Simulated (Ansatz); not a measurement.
```yaml
atoms:
  - { symbol: B, position_ang: [-0.0050, -0.3017, -0.0433] }
  - { symbol: H, position_ang: [-0.0583, -0.4062, 1.1520] }
  - { symbol: F, position_ang: [1.1752, -0.1134, -0.6077] }
  - { symbol: O, position_ang: [-1.0735, -0.4426, -0.8416] }
  - { symbol: H, position_ang: [-1.9014, -0.5622, -0.3654] }
  - { symbol: Cl, position_ang: [-0.0909, 2.5376, 1.1080] }
  - { symbol: H, position_ang: [0.2834, 1.3653, 1.6162] }
```

Not at a stationary point (largest force 1.3 eV/Å).

All numbers below come from RKS PBE0-D4/def2-SVP (Ansatz 0.2.0).

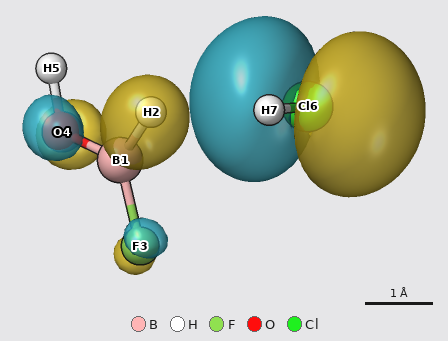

BFH2O···HCl. The HOMO at ±0.1 Å⁻³ᐟ² (yellow and cyan are the two phases), seen at a tilt.

Question: What is the character of this orbital?

Answer: Its weight (Hirshfeld) is mainly on Cl6 (about 85 %); largely a lone pair of Cl6. Its energy is −9.16 eV.
